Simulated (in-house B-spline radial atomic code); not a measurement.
# In³⁺: excited configurations

Wanted: excitation energies of In³⁺ as differences of total energies (ΔSCF).

Program: in-house B-spline radial atomic code version 1. Level of theory: scalar-relativistic (spin-free one-electron X2C) r2SCAN, spin-polarised, spherical fractional occupations, Fermi nucleus, basis-set limit. These are calculated values, not measurements, unless marked.

## Step 1: The atom as given

- element: indium (Z = 49)
- charge: +3
- electrons: 46
- configuration: [Kr] 4d10
- Hamiltonian: scalar-relativistic (X2C)
- nucleus: Fermi, rms radius 4.616 fm

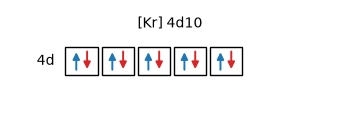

The shells outside the core, filled by Hund's rule for the drawing.

Where spins are not typed, each open shell is filled with up spins first.

Input settings:

```ini
Z = 49
electrons = 46.0
configuration = [Kr] 4d10
hamiltonian = x2c
method = r2scan
spin_polarised = True
nucleus = fermi
rms_radius = 4.6156
mass_number = 115
atomic_mass = 114.903878772
speed_of_light = 137.035999084
```

The reference is known from an earlier run: -5879.081866 hartree in all. Up to eight levels, counted from the top:

```
orbital  occupation  energy (eV)  <r> (bohr)
3d down           5      -465.46      0.3244
  3d up           5      -465.46      0.3244
4s down           1      -152.25      0.8508
  4s up           1      -152.25      0.8508
4p down           3      -109.89      0.9225
  4p up           3      -109.89      0.9225
4d down           5      -48.317       1.146
  4d up           5      -48.317       1.146
```

## Step 2: Configuration 1s2 2s2 2p6 3s2 3p6 3d10 4s2 4p2,3 4d10 5f0,1

In configurations, two counts after a shell (as in p1,2) give the electrons with spin up and with spin down.

Settings: those of step 1 with these lines changed.

```diff
@@ -2,3 +2,3 @@
 electrons = 46.0
-configuration = [Kr] 4d10
+configuration = 1s2 2s2 2p6 3s2 3p6 3d10 4s2 4p2,3 4d10 5f0,1
 hamiltonian = x2c
```

Main fields of the result record, rounded:

```text
{
  "status": "converged",
  "iterations": 10,
  "energy [hartree]": {"total": -5875.06610897, "kinetic": 6173.67764358, "nuclear": -14185.6787264, "coulomb": 2296.71226736, "xc": -159.777293521},
  "orbitals [hartree, bohr; first row names the columns]": [
    ["name", "occ", "eps", "<r>"],
    ["1s up", 1.0, -1021.747, 0.029149],
    ["1s down", 1.0, -1021.7624, 0.029149],
    ["2s up", 1.0, -154.99317, 0.12797],
    ["2s down", 1.0, -154.99756, 0.12797],
    ["2p up", 3.0, -139.25775, 0.11191],
    ["2p down", 3.0, -139.26986, 0.11191],
    ["3s up", 1.0, -31.001277, 0.34753],
    ["3s down", 1.0, -31.009987, 0.34751],
    ["3p up", 3.0, -25.797203, 0.34627],
    ["3p down", 3.0, -25.809022, 0.34626],
    ["3d up", 5.0, -17.701088, 0.32417],
    ["3d down", 5.0, -17.714627, 0.32423],
    ["4s up", 1.0, -6.0843449, 0.84567],
    ["4s down", 1.0, -6.1493456, 0.84404],
    ["4p up", 2.0, -4.5150006, 0.91317],
    ["4p down", 3.0, -4.5750873, 0.91043],
    ["4d up", 5.0, -2.2129646, 1.1053],
    ["4d down", 5.0, -2.2608359, 1.0978],
    ["5f down", 1.0, -0.31154542, 6.4896]
  ],
  "sum_r [bohr^k]": {"-1": 294.5465, "1": 30.75294, "2": 73.1196},
  "energy_minus_base [hartree]": 4.01575738
}
```

Wall time 0.31 s (1 thread, shared host).

energy_minus_base is the energy less that of the reference run. Meta-GGA runs start from a PBE run whose iterations are not counted.

## Step 3: Configuration 1s2 2s2 2p6 3s2 3p6 3d5,4 4s2 4p6 4d10 5d1,0

Settings: those of step 2 with these lines changed.

```diff
@@ -2,3 +2,3 @@
 electrons = 46.0
-configuration = 1s2 2s2 2p6 3s2 3p6 3d10 4s2 4p2,3 4d10 5f0,1
+configuration = 1s2 2s2 2p6 3s2 3p6 3d5,4 4s2 4p6 4d10 5d1,0
 hamiltonian = x2c
```

Main fields:

```text
{
  "status": "converged",
  "iterations": 7,
  "energy [hartree]": {"total": -5861.93385223, "kinetic": 6161.23332597, "nuclear": -14138.4537947, "coulomb": 2273.92563191, "xc": -158.639015377},
  "orbitals [hartree, bohr; first row names the columns]": [
    ["name", "occ", "eps", "<r>"],
    ["1s up", 1.0, -1022.7697, 0.02915],
    ["1s down", 1.0, -1022.7694, 0.02915],
    ["2s up", 1.0, -156.14599, 0.12796],
    ["2s down", 1.0, -156.03557, 0.12791],
    ["2p up", 3.0, -140.40674, 0.11191],
    ["2p down", 3.0, -140.32495, 0.11186],
    ["3s up", 1.0, -31.700056, 0.34517],
    ["3s down", 1.0, -31.579972, 0.34544],
    ["3p up", 3.0, -26.504515, 0.3433],
    ["3p down", 3.0, -26.380295, 0.34367],
    ["3d up", 5.0, -18.496889, 0.31976],
    ["3d down", 4.0, -18.350024, 0.32036],
    ["4s up", 1.0, -6.1440192, 0.83262],
    ["4s down", 1.0, -6.1261878, 0.83422],
    ["4p up", 3.0, -4.5471809, 0.89608],
    ["4p down", 3.0, -4.531428, 0.89812],
    ["4d up", 5.0, -2.1983457, 1.0742],
    ["4d down", 5.0, -2.1846424, 1.0758],
    ["5d up", 1.0, -0.63649533, 3.4477]
  ],
  "sum_r [bohr^k]": {"-1": 293.5847, "1": 27.86422, "2": 36.25452},
  "energy_minus_base [hartree]": 17.1480141
}
```

Run time: 0.23 s. Hardware: 1 thread, shared host.

## Step 4: 1s2 2s2 2p6 3s2 3p6 3d10 4s2 4p6 4d4,5 5f1,0

Settings: those of step 3 with these lines changed.

```diff
@@ -2,3 +2,3 @@
 electrons = 46.0
-configuration = 1s2 2s2 2p6 3s2 3p6 3d5,4 4s2 4p6 4d10 5d1,0
+configuration = 1s2 2s2 2p6 3s2 3p6 3d10 4s2 4p6 4d4,5 5f1,0
 hamiltonian = x2c
```

Main fields:

```text
{
  "status": "converged",
  "iterations": 10,
  "energy [hartree]": {"total": -5877.36314234, "kinetic": 6176.22925817, "nuclear": -14193.5935602, "coulomb": 2299.98701443, "xc": -159.985854766},
  "orbitals [hartree, bohr; first row names the columns]": [
    ["name", "occ", "eps", "<r>"],
    ["1s up", 1.0, -1021.6071, 0.029149],
    ["1s down", 1.0, -1021.607, 0.029149],
    ["2s up", 1.0, -154.89316, 0.12797],
    ["2s down", 1.0, -154.90693, 0.12798],
    ["2p up", 3.0, -139.16056, 0.11192],
    ["2p down", 3.0, -139.1708, 0.11192],
    ["3s up", 1.0, -30.919127, 0.34756],
    ["3s down", 1.0, -30.921973, 0.34755],
    ["3p up", 3.0, -25.71582, 0.34632],
    ["3p down", 3.0, -25.720221, 0.34632],
    ["3d up", 5.0, -17.619426, 0.32428],
    ["3d down", 5.0, -17.629412, 0.32427],
    ["4s up", 1.0, -6.0509897, 0.84637],
    ["4s down", 1.0, -6.0920899, 0.84653],
    ["4p up", 3.0, -4.4826189, 0.91439],
    ["4p down", 3.0, -4.524136, 0.91416],
    ["4d up", 4.0, -2.185222, 1.1114],
    ["4d down", 5.0, -2.2232781, 1.106],
    ["5f up", 1.0, -0.30777165, 6.6412]
  ],
  "sum_r [bohr^k]": {"-1": 294.7077, "1": 30.79697, "2": 74.92483},
  "energy_minus_base [hartree]": 1.71872401
}
```

Run time: 0.3 s. Hardware: 1 thread, shared host.

## Step 5: Configuration 1s2 2s2 2p6 3s2 3p6 3d10 4s2 4p2,3 4d10 5p0,1

Settings: those of step 4 with these lines changed.

```diff
@@ -2,3 +2,3 @@
 electrons = 46.0
-configuration = 1s2 2s2 2p6 3s2 3p6 3d10 4s2 4p6 4d4,5 5f1,0
+configuration = 1s2 2s2 2p6 3s2 3p6 3d10 4s2 4p2,3 4d10 5p0,1
 hamiltonian = x2c
```

Main fields:

```text
{
  "status": "converged",
  "iterations": 8,
  "energy [hartree]": {"total": -5875.84403406, "kinetic": 6174.47538193, "nuclear": -14196.3570991, "coulomb": 2305.94638537, "xc": -159.908702226},
  "orbitals [hartree, bohr; first row names the columns]": [
    ["name", "occ", "eps", "<r>"],
    ["1s up", 1.0, -1021.5297, 0.029149],
    ["1s down", 1.0, -1021.547, 0.029149],
    ["2s up", 1.0, -154.78403, 0.12797],
    ["2s down", 1.0, -154.78844, 0.12797],
    ["2p up", 3.0, -139.04745, 0.11192],
    ["2p down", 3.0, -139.06064, 0.11191],
    ["3s up", 1.0, -30.797294, 0.34755],
    ["3s down", 1.0, -30.806696, 0.34753],
    ["3p up", 3.0, -25.593039, 0.34629],
    ["3p down", 3.0, -25.605876, 0.34629],
    ["3d up", 5.0, -17.496676, 0.32421],
    ["3d down", 5.0, -17.511264, 0.32427],
    ["4s up", 1.0, -5.8864067, 0.84589],
    ["4s down", 1.0, -5.9527092, 0.84395],
    ["4p up", 2.0, -4.3175044, 0.91353],
    ["4p down", 3.0, -4.3782855, 0.91084],
    ["4d up", 5.0, -2.0172497, 1.1085],
    ["4d down", 5.0, -2.0687187, 1.1066],
    ["5p down", 1.0, -1.0074811, 2.5189]
  ],
  "sum_r [bohr^k]": {"-1": 294.7643, "1": 26.84475, "2": 30.36813},
  "energy_minus_base [hartree]": 3.2378323
}
```

It took 0.24 s on 1 thread, shared host.

## Step 6: The excitation energies

| net move | configuration | 2|M_S|+1 | energy above the reference (eV) | largest <r> (bohr) |
| --- | --- | --- | --- | --- |
| 4d → 5f, spins typed | 1s2 2s2 2p6 3s2 3p6 3d10 4s2 4p6 4d4,5 5f1,0 | 1 | 46.769 | 6.64 |
| 4p → 5p, spins typed | 1s2 2s2 2p6 3s2 3p6 3d10 4s2 4p2,3 4d10 5p0,1 | 3 | 88.106 | 2.52 |
| 4p → 5f, spins typed | 1s2 2s2 2p6 3s2 3p6 3d10 4s2 4p2,3 4d10 5f0,1 | 3 | 109.27 | 6.49 |
| 3d → 5d, spins typed | 1s2 2s2 2p6 3s2 3p6 3d5,4 4s2 4p6 4d10 5d1,0 | 3 | 466.62 | 3.45 |

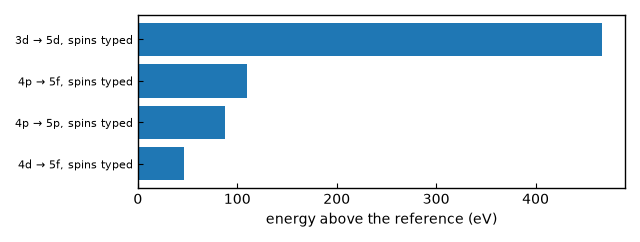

The configurations in order of energy, labelled by the net move of electrons.

What this shows: The energies run from 46.769 eV (4d → 5f, spins typed) to 466.62 eV (3d → 5d, spins typed). 3 of them lie more than 60 % above minus the reference's highest level (48.317 eV), in the range where a state can decay by emitting an electron. The reference has 2|M_S|+1 = 1; 3 of the configurations differ from it in spin. These are spherical averages at the typed spins, not spectroscopic levels.
